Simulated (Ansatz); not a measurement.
**AlBrH₂O (built from SMILES [OH][AlH][Br]): functionals against CCSD(T) at one geometry**

A test off equilibrium: a displaced guess of a reacting structure is computed at several levels, and each is set against CCSD(T).

Method: single points in def2-TZVPP; program: Ansatz 0.2.0, Gaussian basis.

Cores are frozen in the correlated methods. Filled d shells of the heavier atoms are correlated.

## 1. Where the work starts

5 atoms, charge 0, spin multiplicity 1.

Atoms are counted from 1 here; the program's logs count them from 0.

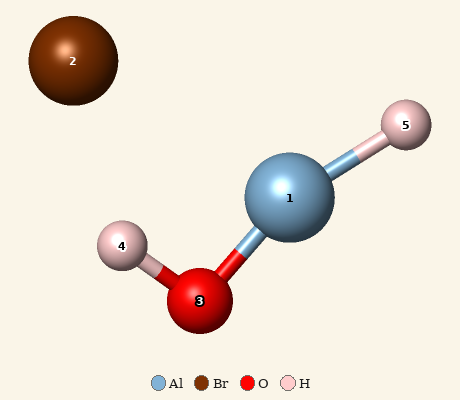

The starting geometry (aluminium light blue, bromine brown, oxygen red, hydrogen pink); atoms are numbered from 1 in the order of the file.

As a file:

```mol
AlBrH2O
  3D, bonds by distance, orders not assigned

  5  3  0  0  0  0  0  0  0  0999 V2000
   -0.6178    0.2027    0.5472 Al  0  0
    1.3362   -1.5994   -0.9394 Br  0  0
    0.0600    1.3201   -0.4158 O   0  0
    0.9263    0.6292   -0.7933 H   0  0
   -1.6455   -0.5479    1.5763 H   0  0
  1  3  8  0
  1  5  8  0
  3  4  8  0
M  END
```

## 2. CCSD(T)/def2-TZVPP

run/in.yaml

```yaml
crystal:
  periodic: [false, false, false]
  atoms:
    - {symbol: Al, position_ang: [-0.617800, 0.202700, 0.547200]}
    - {symbol: Br, position_ang: [1.336200, -1.599400, -0.939400]}
    - {symbol: O, position_ang: [0.060000, 1.320100, -0.415800]}
    - {symbol: H, position_ang: [0.926300, 0.629200, -0.793300]}
    - {symbol: H, position_ang: [-1.645500, -0.547900, 1.576300]}
basis:
  gaussian: {orbitals: def2-TZVPP}
correlation: {method: ccsd_t}
output: {forces: true}
```

The command line of these runs was not kept.

## 3. PBE0-D4/def2-TZVPP

Edit run/in.yaml of step 2 so:

```diff
@@ -10,3 +10,3 @@
   gaussian: {orbitals: def2-TZVPP}
-correlation: {method: ccsd_t}
-output: {forces: true}
+hamiltonian: {xc: pbe0, dispersion: d4}
+output: {forces: true, orbitals: {seedname: orbitals}}
```

## 4. wB97M-V/def2-TZVPP

Edit run/in.yaml of step 3 so:

```diff
@@ -10,3 +10,3 @@
   gaussian: {orbitals: def2-TZVPP}
-hamiltonian: {xc: pbe0, dispersion: d4}
-output: {forces: true, orbitals: {seedname: orbitals}}
+hamiltonian: {xc: {name: wB97M-V}}
+output: {forces: true}
```

## 5. r2SCAN-D4/def2-TZVPP

Edit run/in.yaml of step 4 so:

```diff
@@ -10,3 +10,3 @@
   gaussian: {orbitals: def2-TZVPP}
-hamiltonian: {xc: {name: wB97M-V}}
+hamiltonian: {xc: r2scan, dispersion: d4}
 output: {forces: true}
```

## 6. PBE-D4/def2-TZVPP

Edit run/in.yaml of step 5 so:

```diff
@@ -10,3 +10,3 @@
   gaussian: {orbitals: def2-TZVPP}
-hamiltonian: {xc: r2scan, dispersion: d4}
+hamiltonian: {xc: pbe, dispersion: d4}
 output: {forces: true}
```

## 7. HSE06-D4/def2-TZVPP

Edit run/in.yaml of step 6 so:

```diff
@@ -10,3 +10,3 @@
   gaussian: {orbitals: def2-TZVPP}
-hamiltonian: {xc: pbe, dispersion: d4}
+hamiltonian: {xc: hse06, dispersion: d4}
 output: {forces: true}
```

## 8. BHLYP-D4/def2-TZVPP

Edit run/in.yaml of step 7 so:

```diff
@@ -10,3 +10,3 @@
   gaussian: {orbitals: def2-TZVPP}
-hamiltonian: {xc: hse06, dispersion: d4}
+hamiltonian: {xc: {name: BHLYP}, dispersion: d4}
 output: {forces: true}
```

(Steps that only read results are left out.)

**Question.** What will these runs give? Wanted: energy less free atoms, CCSD(T)/def2-TZVPP; RMS force component; RMS force error; HOMO and LUMO, PBE0-D4; T1 diagnostic.

**Answer**, as computed:

| quantity | value |
| --- | --- |
| energy less free atoms, CCSD(T)/def2-TZVPP | -1306.9 kJ/mol |
| RMS force component | 1.580 to 1.804 eV/Å over the methods |
| RMS force error | PBE0-D4 0.145, wB97M-V 0.122, r2SCAN-D4 0.173, PBE-D4 0.311, HSE06-D4 0.143, BHLYP-D4 0.338 eV/Å |
| HOMO and LUMO, PBE0-D4 | -7.30 and -2.40 eV |
| T1 diagnostic | 0.013 |

**Reading.** Against CCSD(T) the functionals' energies less atoms differ by -75.0 to +37.7 kJ/mol, PBE-D4 by -75.0 kJ/mol. The reference is not at the basis limit: in triple zeta CCSD(T) underbinds, which counts against methods that bind more; the gaps are no ranking. For forces wB97M-V does best and BHLYP-D4 worst. Frozen-core CCSD(T) forces in triple zeta carry basis errors of their own, and this is one geometry, so small gaps rank nothing.
